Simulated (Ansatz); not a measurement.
GeH4O···H2

```yaml
atoms:
  - { symbol: Ge, position_ang: [-0.3831, 0.3999, -0.1830] }
  - { symbol: O, position_ang: [-0.2305, -0.2374, 1.4947] }
  - { symbol: H, position_ang: [-1.0516, -0.1907, 2.0015] }
  - { symbol: H, position_ang: [1.0171, 0.2025, -0.7777] }
  - { symbol: H, position_ang: [-0.7726, 1.8942, -0.1446] }
  - { symbol: H, position_ang: [-1.4528, -0.4010, -0.9577] }
  - { symbol: H, position_ang: [2.1076, -2.5337, 1.8659] }
  - { symbol: H, position_ang: [1.5723, -2.0183, 1.8391] }
```

Computed with RKS B3LYP-D4/def2-mTZVP in Ansatz 0.2.0.

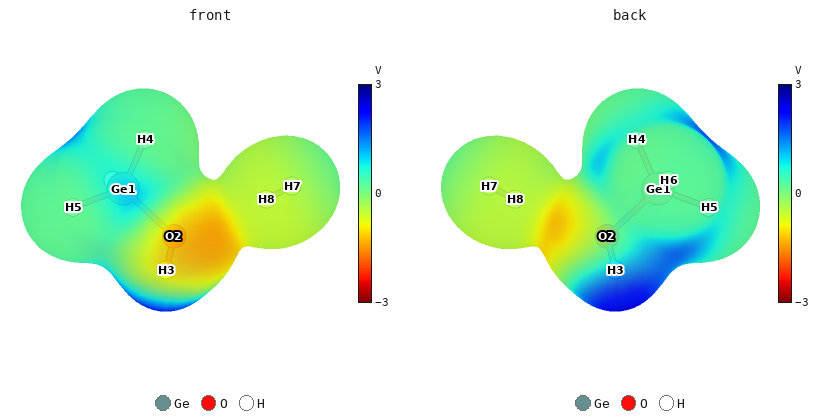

Figure 1. The molecular electrostatic potential painted on the density surface at 0.002 e/bohr³, seen from the front and from behind; red is negative and blue positive.

### Where is the surface potential most negative and most positive?

The most negative region (about −1.4 V, or −32 kcal/mol for a unit charge) lies over O2, the most positive (about +2.4 V, or +55 kcal/mol for a unit charge) over H3. O2 is the likeliest acceptor of a hydrogen bond.

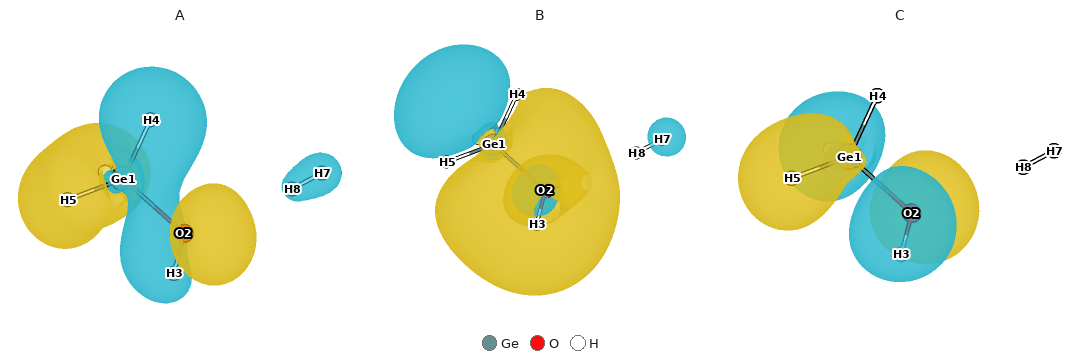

Figure 2. Three frontier orbitals at ±0.06 Å⁻³ᐟ² (yellow and cyan are the two phases), in no order.

### Which picture is the HOMO−1, the HOMO and the LUMO?

A is the HOMO−1 (−9.14 eV). Its weight (Hirshfeld) is mainly on O2 (about 40 %), Ge1 (about 25 %), H4 (about 15 %), H6 (about 10 %) and H5 (about 10 %). C is the HOMO (−8.19 eV). By Hirshfeld shares it lies mainly on O2 (about 65 %), Ge1 (about 15 %), H5 (about 10 %) and H6 (about 10 %). B is the LUMO (−0.29 eV). It lies mainly on Ge1 (about 50 %), H3 (about 20 %) and O2 (about 15 %).

### What is the HOMO–LUMO gap?

7.90 eV between the orbital energies.
